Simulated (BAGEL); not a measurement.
# Si2H6 (SMILES [SiH3][SiH3]), step by step

Wanted: the energy (HF/6-31G*), then a single-point energy (NEVPT2(2,2)/6-31G*), then the energy (CASPT2(2,2)/6-31G*) of Si2H6. 

The calculation is run with BAGEL 1.2.2.

## 1. The system as given

The species is Si2H6 (8 atoms), meant as a singlet with charge 0. As SMILES, `[SiH3][SiH3]`. The Si2–H7 distance was set to 4.165 Å, away from the relaxed value. At this shape a bond of the SMILES string is far longer than usual.

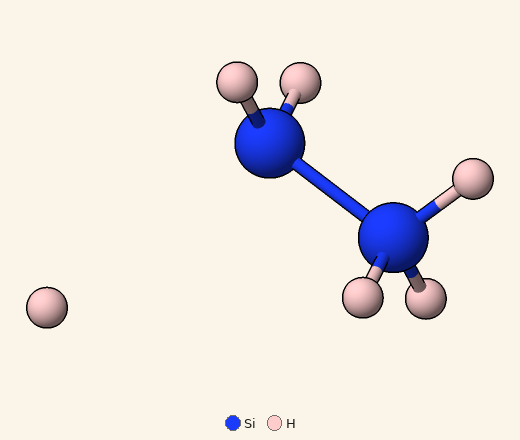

Viewed from a chosen angle; silicon blue, hydrogen pink.

## 2. A single-point energy at HF/6-31G(d) (density fitting with svp-jkfit, spherical functions) (run 1)

input.json

```json
{ "bagel" : [

{
  "title" : "molecule",
  "basis" : "6-31gs.json",
  "df_basis" : "svp-jkfit",
  "angstrom" : true,
  "geometry" : [
    { "atom" : "Si", "xyz" : [   -1.896762,    2.607156,   -0.488306 ] },
    { "atom" : "Si", "xyz" : [   -1.192762,    1.612556,    1.507594 ] },
    { "atom" : "H", "xyz" : [   -0.722362,    3.065156,   -1.278306 ] },
    { "atom" : "H", "xyz" : [   -2.669162,    1.633056,   -1.305306 ] },
    { "atom" : "H", "xyz" : [   -2.764262,    3.781056,   -0.201306 ] },
    { "atom" : "H", "xyz" : [   -0.417262,    2.585556,    2.322894 ] },
    { "atom" : "H", "xyz" : [    1.228100,   -1.680500,    0.704000 ] },
    { "atom" : "H", "xyz" : [   -2.367262,    1.157756,    2.299194 ] }
  ]
},
{ "title" : "hf" },
{ "title" : "print", "file" : "orbitals.molden", "orbitals" : true }

]}
```

The basis set 6-31G* is read from a file made from the Basis Set Exchange's data (not shown).

Run with:

```sh
$ BAGEL_NUM_THREADS=1 BAGEL input.json > input.out
```

Output:

```text
* using 1 threads per process

  ===============================================================
  ===============================================================

  *** Geometry ***

  { "atom" : "Si", "xyz" : [     -3.584361,      4.926811,     -0.922765 ] },
  { "atom" : "Si", "xyz" : [     -2.253994,      3.047289,      2.848940 ] },
  { "atom" : "H", "xyz" : [     -1.365066,      5.792305,     -2.415648 ] },
  { "atom" : "H", "xyz" : [     -5.043985,      3.086029,     -2.466671 ] },
  { "atom" : "H", "xyz" : [     -5.223698,      7.145160,     -0.380413 ] },
  { "atom" : "H", "xyz" : [     -0.788511,      4.885993,      4.389633 ] },
  { "atom" : "H", "xyz" : [      2.320773,     -3.175685,      1.330367 ] },
  { "atom" : "H", "xyz" : [     -4.473477,      2.187842,      4.344847 ] },

  Number of auxiliary basis functions:      364

  Since a DF basis is specified, we compute 2- and 3-index integrals:
    o Being stored without compression. Storage requirement is 0.007 GB

  Number of basis functions:       48
  Number of electrons      :       34

    * METHOD: MOLECULE                             0.11

  *** RHF ***

  === Nuclear Repulsion ===
    86.2412802378

      * DIIS with orbital gradients will be used.

  === RHF iteration (6-31gs.json) ===
      0       -580.89527072          0.01377056           0.02
      1       -580.79544026          0.01632088           0.02
      2       -581.03100379          0.00562581           0.02
      3       -581.04563540          0.00259415           0.02
      4       -581.04851983          0.00091803           0.02
      5       -581.04890668          0.00017107           0.02
      6       -581.04892043          0.00001717           0.02
      7       -581.04892064          0.00000323           0.02
      8       -581.04892064          0.00000080           0.02
      9       -581.04892064          0.00000026           0.02
     10       -581.04892064          0.00000006           0.02
     11       -581.04892064          0.00000002           0.02
     12       -581.04892064          0.00000001           0.02
    * SCF iteration converged.

    * Permanent dipole moment:
           (    0.996151,    -1.358583,    -0.107734) a.u.

    * METHOD: HF                                   0.32

    * METHOD: PRINT                                0.00

  ===============================================================
```

Wall time 0.6 s (1 thread of Arm Neoverse V2, shared host).

## 3. The energy at NEVPT2(2,2)/6-31G(d) (density fitting with svp-jkfit, spherical functions) (run 2)

calc.json

```json
{ "bagel" : [

{
  "title" : "molecule",
  "basis" : "6-31gs.json",
  "df_basis" : "svp-jkfit",
  "angstrom" : true,
  "geometry" : [
    { "atom" : "Si", "xyz" : [      -1.896762,       2.607156,      -0.488306 ] },
    { "atom" : "Si", "xyz" : [      -1.192762,       1.612556,       1.507594 ] },
    { "atom" : "H", "xyz" : [      -0.722362,       3.065156,      -1.278306 ] },
    { "atom" : "H", "xyz" : [      -2.669162,       1.633056,      -1.305306 ] },
    { "atom" : "H", "xyz" : [      -2.764262,       3.781056,      -0.201306 ] },
    { "atom" : "H", "xyz" : [      -0.417262,       2.585556,       2.322894 ] },
    { "atom" : "H", "xyz" : [       1.228100,      -1.680500,       0.704000 ] },
    { "atom" : "H", "xyz" : [      -2.367262,       1.157756,       2.299194 ] }
  ]
},

{ "title" : "hf" },

{ "title" : "nevpt2", "nstate" : 1, "nact" : 2, "nclosed" : 16, "active" : [17, 18], "maxiter" : 200, "natocc" : true, "ncore" : 10 },

{ "title" : "print", "file" : "orbitals.molden", "orbitals" : true }

]}
```

The basis set 6-31G* is read from a file made from the Basis Set Exchange's data (not shown).

Run with:

```sh
$ BAGEL_NUM_THREADS=1 BAGEL calc.json > calc.out
```

Output:

```text
* using 1 threads per process

  ===============================================================
  ===============================================================

  *** Geometry ***

  { "atom" : "Si", "xyz" : [     -3.584361,      4.926811,     -0.922765 ] },
  { "atom" : "Si", "xyz" : [     -2.253994,      3.047289,      2.848940 ] },
  { "atom" : "H", "xyz" : [     -1.365066,      5.792305,     -2.415648 ] },
  { "atom" : "H", "xyz" : [     -5.043985,      3.086029,     -2.466671 ] },
  { "atom" : "H", "xyz" : [     -5.223698,      7.145160,     -0.380413 ] },
  { "atom" : "H", "xyz" : [     -0.788511,      4.885993,      4.389633 ] },
  { "atom" : "H", "xyz" : [      2.320773,     -3.175685,      1.330367 ] },
  { "atom" : "H", "xyz" : [     -4.473477,      2.187842,      4.344847 ] },

  Number of auxiliary basis functions:      364

  Since a DF basis is specified, we compute 2- and 3-index integrals:
    o Being stored without compression. Storage requirement is 0.007 GB

  Number of basis functions:       48
  Number of electrons      :       34

    * METHOD: MOLECULE                             0.11

  *** RHF ***

  === Nuclear Repulsion ===
    86.2412802378

      * DIIS with orbital gradients will be used.

  === RHF iteration (6-31gs.json) ===
      0       -580.89527072          0.01377056           0.02
      1       -580.79544026          0.01632088           0.02
      2       -581.03100379          0.00562581           0.02
      3       -581.04563540          0.00259415           0.02
      4       -581.04851983          0.00091803           0.02
      5       -581.04890668          0.00017107           0.02
      6       -581.04892043          0.00001717           0.02
      7       -581.04892064          0.00000323           0.02
      8       -581.04892064          0.00000080           0.02
      9       -581.04892064          0.00000026           0.02
     10       -581.04892064          0.00000006           0.02
     11       -581.04892064          0.00000002           0.02
     12       -581.04892064          0.00000001           0.02
    * SCF iteration converged.

    * Permanent dipole moment:
           (    0.996151,    -1.358583,    -0.107734) a.u.

    * METHOD: HF                                   0.32

    * freezing 10 orbitals
  ---------------------------
      CASSCF calculation
  ---------------------------

    ==== Active orbitals : =====
         Orbital 17
         Orbital 18
    ============================

    * nstate   :      1
    * nclosed  :     16
    * nact     :      2
    * nvirt    :     30
  === CASSCF iteration (6-31gs.json) ===

    * Using the second-order algorithm

      0  0      -581.16611620     9.86e-03      0.01

      1  0      -581.18526748     5.04e-04      0.10

      2  0      -581.18531729     8.84e-05      0.11

      3  0      -581.18531835     1.61e-05      0.11

      4  0      -581.18531838     2.92e-06      0.11

      5  0      -581.18531838     5.32e-07      0.11

      6  0      -581.18531838     9.67e-08      0.09

      7  0      -581.18531838     1.76e-08      0.09

      8  0      -581.18531838     3.21e-09      0.08

    * Second-order optimization converged. *

     guess   0:   closed 1.                   open ..

  === FCI iteration ===

      0  0      -581.02838260     9.21e-02      0.00
      1  0      -581.18165749     1.78e-02      0.00
      2  0 *    -581.18531838     1.77e-16      0.00

     * ci vector, state   0, <S^2> = 0.0000
       2.     0.7572122899
       .2    -0.6531688511

  === DF-NEVPT2 calculation ===

    * 3-index integral transformation done
    * assembly done

      NEVPT2 correlation energy:   -0.1464252500      0.02

          (+0)     -0.1240289471
          (+0)'    -0.0031869442
          (+1)     -0.0043612911
          (+1)'    -0.0000000000
          (+2)     -0.0000115986
          (-1)     -0.0148243815
          (-1)'     0.0000000000
          (-2)     -0.0000120875

      NEVPT2 total energy:       -581.3317436313

    * METHOD: NEVPT2                               0.93

    * METHOD: PRINT                                0.00

  ===============================================================
```

Run time: 1.5 s. Hardware: 1 thread of Arm Neoverse V2, shared host.

## 4. A single-point energy at CASPT2(2,2)/6-31G(d) (density fitting with svp-jkfit, spherical functions) (run 3)

calc.json

```json
{ "bagel": [

{
  "title": "molecule",
  "basis": "6-31gs.json",
  "df_basis": "svp-jkfit",
  "angstrom": "true",
  "geometry": [
    { "atom": "Si", "xyz": [      -1.896762,       2.607156,      -0.488306 ] },
    { "atom": "Si", "xyz": [      -1.192762,       1.612556,       1.507594 ] },
    { "atom": "H", "xyz": [      -0.722362,       3.065156,      -1.278306 ] },
    { "atom": "H", "xyz": [      -2.669162,       1.633056,      -1.305306 ] },
    { "atom": "H", "xyz": [      -2.764262,       3.781056,      -0.201306 ] },
    { "atom": "H", "xyz": [      -0.417262,       2.585556,       2.322894 ] },
    { "atom": "H", "xyz": [       1.228100,      -1.680500,       0.704000 ] },
    { "atom": "H", "xyz": [      -2.367262,       1.157756,       2.299194 ] }
  ]
},

{
  "title": "hf"
},

{
  "title": "casscf",
  "nstate": 1,
  "nact": 2,
  "nclosed": 16,
  "active": [17, 18],
  "maxiter": 200,
  "natocc": "true"
},

{
  "title": "print",
  "file": "orbitals.molden",
  "orbitals": "true"
},

{
  "title": "smith",
  "method": "caspt2",
  "ms": "true",
  "xms": "true",
  "sssr": "true",
  "shift": 0.2,
  "shift_imag": "true",
  "ncore": 10
}

]}
```

The basis set 6-31G* is read from a file made from the Basis Set Exchange's data (not shown).

Run with:

```sh
$ BAGEL_NUM_THREADS=1 BAGEL calc.json > calc.out
```

Output:

```text
* using 1 threads per process

  ===============================================================
  ===============================================================

  *** Geometry ***

  { "atom" : "Si", "xyz" : [     -3.584361,      4.926811,     -0.922765 ] },
  { "atom" : "Si", "xyz" : [     -2.253994,      3.047289,      2.848940 ] },
  { "atom" : "H", "xyz" : [     -1.365066,      5.792305,     -2.415648 ] },
  { "atom" : "H", "xyz" : [     -5.043985,      3.086029,     -2.466671 ] },
  { "atom" : "H", "xyz" : [     -5.223698,      7.145160,     -0.380413 ] },
  { "atom" : "H", "xyz" : [     -0.788511,      4.885993,      4.389633 ] },
  { "atom" : "H", "xyz" : [      2.320773,     -3.175685,      1.330367 ] },
  { "atom" : "H", "xyz" : [     -4.473477,      2.187842,      4.344847 ] },

  Number of auxiliary basis functions:      364

  Since a DF basis is specified, we compute 2- and 3-index integrals:
    o Being stored without compression. Storage requirement is 0.007 GB

  Number of basis functions:       48
  Number of electrons      :       34

    * METHOD: MOLECULE                             0.11

  *** RHF ***

  === Nuclear Repulsion ===
    86.2412802378

      * DIIS with orbital gradients will be used.

  === RHF iteration (6-31gs.json) ===
      0       -580.89527072          0.01377056           0.02
      1       -580.79544026          0.01632088           0.02
      2       -581.03100379          0.00562581           0.02
      3       -581.04563540          0.00259415           0.02
      4       -581.04851983          0.00091803           0.02
      5       -581.04890668          0.00017107           0.02
      6       -581.04892043          0.00001717           0.02
      7       -581.04892064          0.00000323           0.02
      8       -581.04892064          0.00000080           0.02
      9       -581.04892064          0.00000026           0.02
     10       -581.04892064          0.00000006           0.02
     11       -581.04892064          0.00000002           0.02
     12       -581.04892064          0.00000001           0.02
    * SCF iteration converged.

    * Permanent dipole moment:
           (    0.996151,    -1.358583,    -0.107734) a.u.

    * METHOD: HF                                   0.33

  ---------------------------
      CASSCF calculation
  ---------------------------

    ==== Active orbitals : =====
         Orbital 17
         Orbital 18
    ============================

    * nstate   :      1
    * nclosed  :     16
    * nact     :      2
    * nvirt    :     30
  === CASSCF iteration (6-31gs.json) ===

    * Using the second-order algorithm

      0  0      -581.16611620     9.86e-03      0.01

      1  0      -581.18526748     5.04e-04      0.10

      2  0      -581.18531729     8.84e-05      0.11

      3  0      -581.18531835     1.61e-05      0.11

      4  0      -581.18531838     2.92e-06      0.11

      5  0      -581.18531838     5.32e-07      0.11

      6  0      -581.18531838     9.67e-08      0.10

      7  0      -581.18531838     1.76e-08      0.09

      8  0      -581.18531838     3.21e-09      0.08

    * Second-order optimization converged. *

     guess   0:   closed 1.                   open ..

  === FCI iteration ===

      0  0      -581.02838260     9.21e-02      0.00
      1  0      -581.18165749     1.78e-02      0.00
      2  0 *    -581.18531838     1.77e-16      0.00

     * ci vector, state   0, <S^2> = 0.0000
       2.     0.7572122899
       .2    -0.6531688511

    * METHOD: CASSCF                               0.88

    * METHOD: PRINT                                0.00

  === SMITH program ===

    * freezing 10 orbitals

    * Approximate memory requirement for SMITH calulation per MPI process:
      o Storage requirement for T-amplitude, lambda, and residual is 0.00 GB
      o Storage requirement for MO integrals is 0.00 GB
    * Calculating and saving rdm4f

    * Zeroth order energy : state  0       -0.3333344744

    * CASPT2 iteration is performed using orthogonal basis

      -------------------------------------------  CASPT2 iteration  ---------------------------------------------------
       #      aibj      arbs      arbi      airj      risj      airs      arst      rist         Etot      error   time
      ------------------------------------------------------------------------------------------------------------------

       0  -0.12287  -0.00002  -0.01639  -0.00487  -0.00002  -0.00310   0.00000   0.00000   -0.1472755  0.0005058   0.01
       1  -0.12288  -0.00002  -0.01640  -0.00488  -0.00002  -0.00313  -0.00000  -0.00000   -0.1473267  0.0000608   0.01
       2  -0.12288  -0.00002  -0.01640  -0.00488  -0.00002  -0.00313  -0.00000  -0.00000   -0.1473275  0.0000048   0.01
       3  -0.12288  -0.00002  -0.01640  -0.00488  -0.00002  -0.00313  -0.00000  -0.00000   -0.1473275  0.0000005   0.01

      ------------------------------------------------------------------------------------------------------------------

    * CASPT2 energy : state  0     -581.3343605501
        w/o shift correction       -581.3326458591
        reference weight              0.9307883815

    * METHOD: SMITH                                0.09

  ===============================================================
```

It took 1.6 s on 1 thread of Arm Neoverse V2, shared host.

## 5. What came out

| quantity | value |
| --- | --- |
| run 1, HF/6-31G*: total energy | -581.04892 Eh |
| run 1, HF/6-31G*: dipole moment | 4.29 D |
| run 1, HF/6-31G*: HOMO energy | -6.73 eV |
| run 1, HF/6-31G*: LUMO energy | -2.07 eV |
| run 1, HF/6-31G*: HOMO–LUMO gap | 4.66 eV |
| run 2, NEVPT2(2,2)/6-31G*: total energy | -581.33174 Eh |
| run 3, CASPT2(2,2)/6-31G*: total energy | -581.33436 Eh |

One bond (run 1, HF/6-31G*) is far stretched, which a spin-restricted single reference describes badly; a broken-symmetry solution may lie lower.
